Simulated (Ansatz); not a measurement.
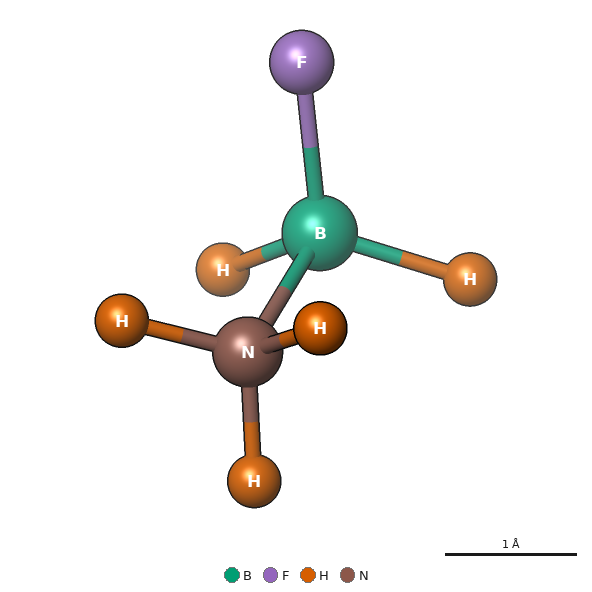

Distant atoms are faded towards the background colour. The computed structure is the end point of a PBE0-D4/def2-TZVP optimisation. Masses are those of the most abundant isotopes; constants are for the rigid equilibrium geometry.

### What kind of rotor is it, and what are its rotational constants in GHz?

An asymmetric top (Cs): A = 31.8, B = 8.70, C = 7.54 GHz. Ray's parameter κ is −0.90, close to the prolate limit.
